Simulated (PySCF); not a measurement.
C3H4ClF, SMILES `C/C(Cl)=C\F`.

Method: r2SCAN/6-311G**; geometry: GFN2-xTB; program: PySCF. No frequency check shows the geometry to be a minimum. GFN2-xTB bond lengths at metals and heavier atoms can be off by up to 0.1 Å and shapes distorted, which carries into these values.

Cartesian coordinates (Å):

```
C1      -0.1766   -1.6300   -0.0001
C2       0.0188   -0.1544   -0.0001
Cl3      1.6583    0.3929    0.0001
C4      -0.9405    0.7600   -0.0002
F5      -2.2374    0.4043    0.0002
H6       0.2905   -2.0705    0.8794
H7      -1.2387   -1.8602    0.0025
H8       0.2858   -2.0700   -0.8820
H9      -0.8023    1.8293   -0.0006
```

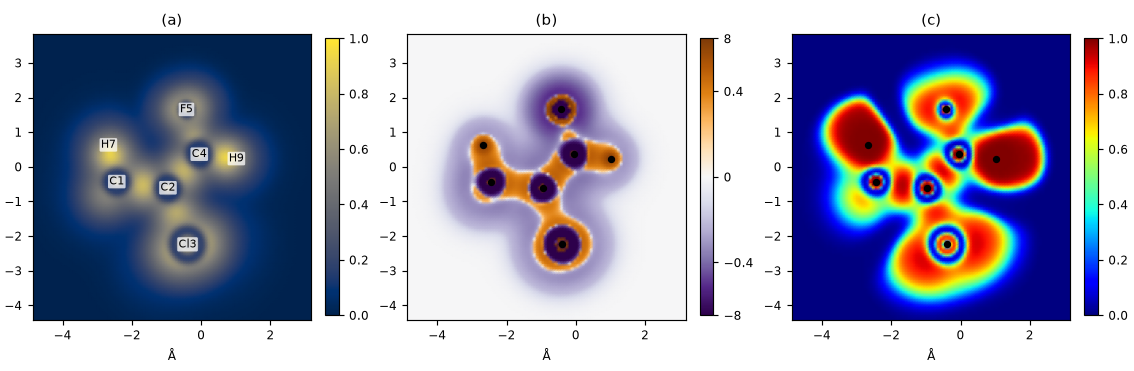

Three fields in the plane of C1, C2, Cl3, C4, F5, H7 and H9. (b): orange positive, purple negative.

Q: The panels show, in some order, the electron localisation function (ELF), negative Laplacian of the density (−∇²ρ) and localised orbital locator (LOL). Which is which?

A: (a) is the localised orbital locator (LOL): it runs from 0 to 1, peaks where electrons are localised, as in bonds, and fades smoothly outside. (b) is the negative Laplacian of the density (−∇²ρ): shells alternate in sign around each nucleus and valence concentrations outline the bonding and non-bonding pairs. (c) is the electron localisation function (ELF): it runs from 0 to 1 and is close to 1 over wide basins that fill the valence regions.
